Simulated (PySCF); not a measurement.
## A study: C8H20O4Si, SMILES `CCO[Si](OCC)(OCC)OCC`

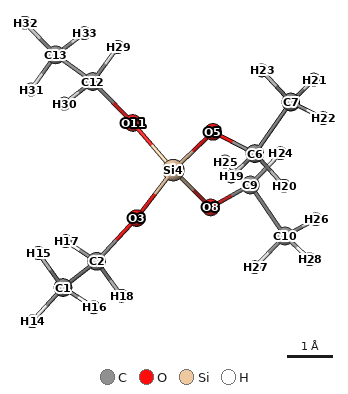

The molecule, with its atoms numbered as below. No frequency check shows the geometry to be a minimum.

Geometry (Å), atoms numbered from 1:

```
C1      -2.5678   -2.4434    1.7832
C2      -1.7593   -1.9955    0.5750
O3      -0.8713   -0.9704    0.9625
Si4     -0.0040    0.0005   -0.0062
O5       0.8526    0.9815    0.9617
C6       1.7570    0.6070    1.9771
C7       2.5507    1.8278    2.4167
O8       0.8793   -0.9657   -0.9648
C9       1.8140   -0.5765   -1.9467
C10      2.6172   -1.7918   -2.3851
O11     -0.8789    0.9593   -0.9805
C12     -1.8015    1.9520   -0.5886
C13     -2.5889    2.4154   -1.8047
H14     -3.2481   -3.2416    1.4984
H15     -3.1419   -1.6090    2.1773
H16     -1.9016   -2.8020    2.5630
H17     -2.4240   -1.6270   -0.2146
H18     -1.1789   -2.8301    0.1680
H19      1.1916    0.1911    2.8176
H20      2.4296   -0.1723    1.6014
H21      3.1029    2.2355    1.5740
H22      3.2495    1.5528    3.2022
H23      1.8762    2.5936    2.7897
H24      2.4777    0.1929   -1.5364
H25      1.2754   -0.1427   -2.7958
H26      3.3435   -1.5034   -3.1403
H27      1.9529   -2.5462   -2.7973
H28      3.1391   -2.2200   -1.5333
H29     -1.2531    2.7881   -0.1423
H30     -2.4769    1.5438    0.1718
H31     -3.1269    1.5781   -2.2411
H32     -3.3001    3.1842   -1.5146
H33     -1.9123    2.8182   -2.5532
```

Part 1: Bonding charge

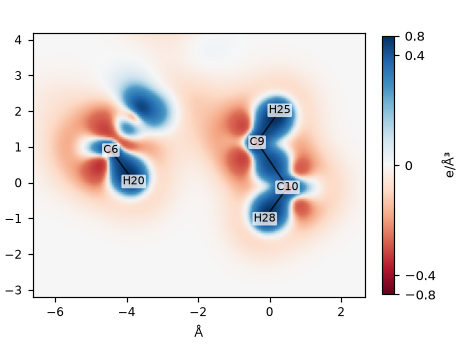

Deformation density (molecule less spherical, spin-averaged free atoms) in the plane of C6, C9, C10, H20, H25 and H28; colour scale in e/Å³, logarithmic beyond ±0.1; blue: gain, red: loss.

Method: CAM-B3LYP/6-31G*; geometry: GFN2-xTB; program: PySCF.

Q: Describe the bonding that the map shows.

A: C9–H25: +0.71 e/Å³ at the bond critical point (bond length 1.09 Å, Mayer order 0.9). C6–H20: +0.70 e/Å³ at the bond critical point (bond length 1.10 Å, Mayer order 0.9). C10–H28: +0.64 e/Å³ at the bond critical point (bond length 1.09 Å, Mayer order 1.0). C9–C10: +0.48 e/Å³ at the bond critical point (bond length 1.52 Å, Mayer order 1.0). In all, 7.0 electrons gather in the regions of gain relative to the promolecule.

Q: Where do the Hirshfeld charges lie?

A: The highest Hirshfeld charge is on Si4 (+0.50 e), the lowest on O3, O5, O8 and O11 (−0.24 e).

```json
{"atom": "C1", "charge (e)": "−0.10"}
{"atom": "C2", "charge (e)": "+0.04"}
{"atom": "O3", "charge (e)": "−0.24"}
{"atom": "Si4", "charge (e)": "+0.50"}
{"atom": "O5", "charge (e)": "−0.24"}
{"atom": "C6", "charge (e)": "+0.04"}
{"atom": "C7", "charge (e)": "−0.10"}
{"atom": "O8", "charge (e)": "−0.24"}
{"atom": "C9", "charge (e)": "+0.04"}
{"atom": "C10", "charge (e)": "−0.10"}
{"atom": "O11", "charge (e)": "−0.24"}
{"atom": "C12", "charge (e)": "+0.04"}
{"atom": "C13", "charge (e)": "−0.10"}
{"atom": "H14", "charge (e)": "+0.04"}
{"atom": "H15", "charge (e)": "+0.04"}
{"atom": "H16", "charge (e)": "+0.04"}
{"atom": "H17", "charge (e)": "+0.04"}
{"atom": "H18", "charge (e)": "+0.04"}
{"atom": "H19", "charge (e)": "+0.04"}
{"atom": "H20", "charge (e)": "+0.04"}
{"atom": "H21", "charge (e)": "+0.04"}
{"atom": "H22", "charge (e)": "+0.04"}
{"atom": "H23", "charge (e)": "+0.04"}
{"atom": "H24", "charge (e)": "+0.04"}
{"atom": "H25", "charge (e)": "+0.04"}
{"atom": "H26", "charge (e)": "+0.04"}
{"atom": "H27", "charge (e)": "+0.04"}
{"atom": "H28", "charge (e)": "+0.04"}
{"atom": "H29", "charge (e)": "+0.04"}
{"atom": "H30", "charge (e)": "+0.04"}
{"atom": "H31", "charge (e)": "+0.04"}
{"atom": "H32", "charge (e)": "+0.04"}
{"atom": "H33", "charge (e)": "+0.04"}
```

Part 2: Bond critical points

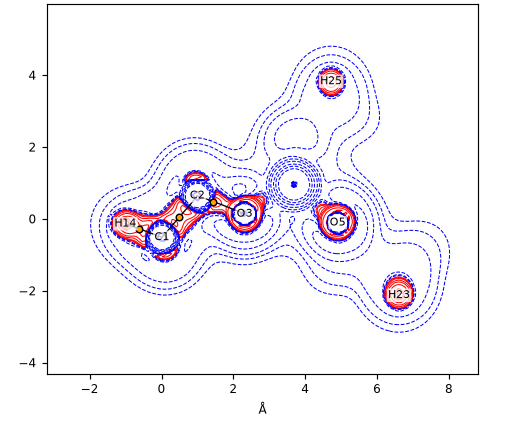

Negative Laplacian of the density (−∇²ρ) in the plane of C1, C2, O3, O5, H14, H23 and H25 (solid red lines positive, dashed blue lines negative, contours at ±0.02 to ±8 a.u.), with bond paths and bond critical points (dots).

Q: At which bond critical points in this plane is charge locally concentrated, and at which depleted?

A: Concentrated (∇²ρ < 0): C1–H14 (−0.93 a.u.); C1–C2 (−0.62 a.u.); C2–O3 (−0.32 a.u.). At none is it depleted.

Q: Where along C2–O3 does the critical point lie?

A: 0.47 Å from C2 and 0.94 Å from O3.

Part 3: Electrostatic potential

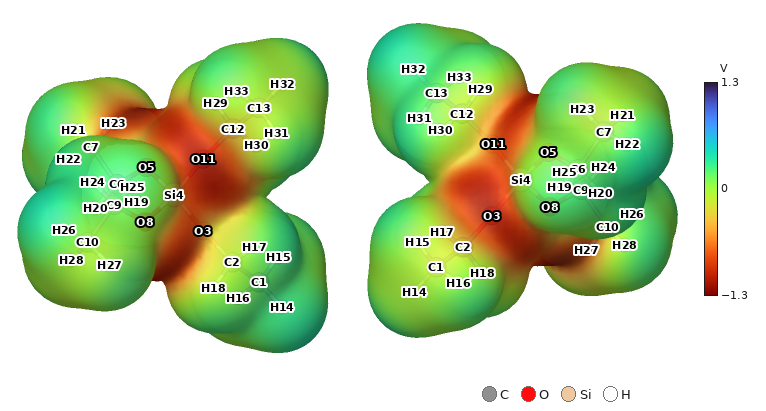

Electrostatic potential on the surface of electron density 0.001 a.u. (back view left, front view right).

Q: Where are the extremes of the potential on the surface?

A: Highest: 0.41 V, 1.4 Å from H26, and at like points elsewhere. Further maxima include 0.33 V, 1.4 Å from H24. Lowest: −1.23 V, 1.8 Å from O11. The surface is sampled at points, so like sites can differ by a few per cent and only the strongest of them is named.

Q: What volume does the surface enclose, and what is the dipole moment?

A: About 284 Å³; the dipole moment is 0.1 D.

Part 4: Localised orbitals

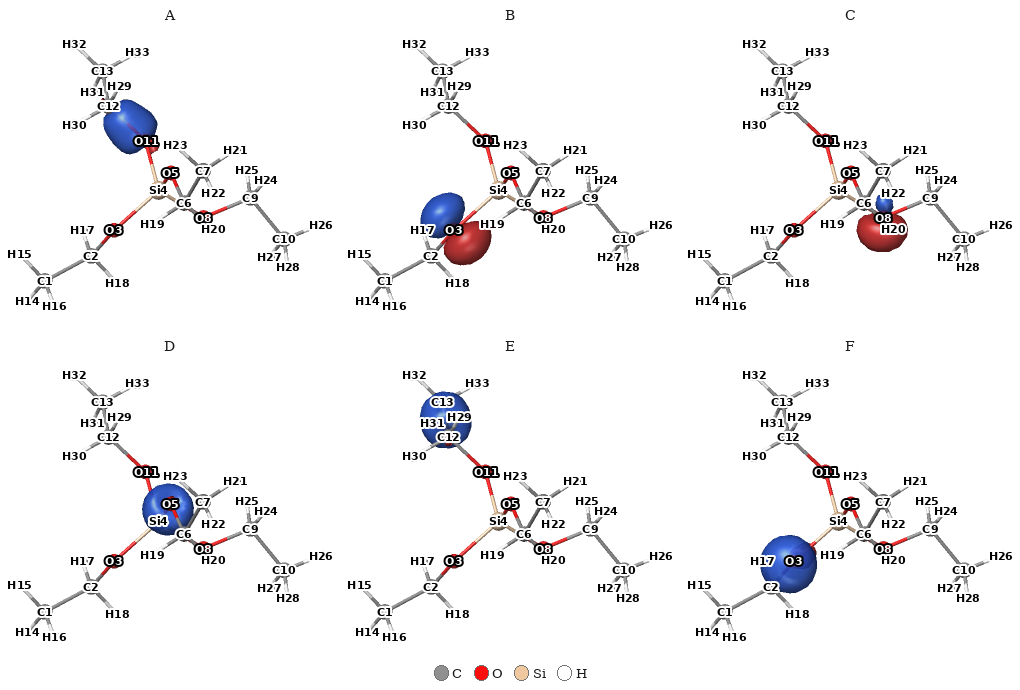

Pipek–Mezey orbitals, occupied; each surface holds about 70 % of the orbital's density. Energies are diagonal elements of the Fock matrix.

Level of theory: LDA (SVWN)/6-31G* (PySCF), at a geometry from GFN2-xTB.

Q: Identify each orbital.

A: By panel:
- A: σ bond O11–C12 (O11 64 %, C12 36 %; −17.6 eV)
- B: lone pair on O3 (p-type) (O3 92 %, Si4 6 %; −7.6 eV)
- C: lone pair on O8 (sp2.6-type) (O8 95 %; −10.2 eV)
- D: σ bond O5–Si4 (O5 77 %, Si4 22 %; −17.8 eV)
- E: σ bond C12–C13 (C12 50 %, C13 49 %; −12.5 eV)
- F: lone pair on O3 (sp2.6-type) (O3 95 %; −10.2 eV)

Q: How do all the valence pairs divide up?

A: 40 pairs: 32 σ bonds and 8 lone pairs.

The PySCF runs shown took 51 s and 48 s on 1 thread of Intel(R) Xeon(R) 6975P-C (Granite Rapids), on a shared host.
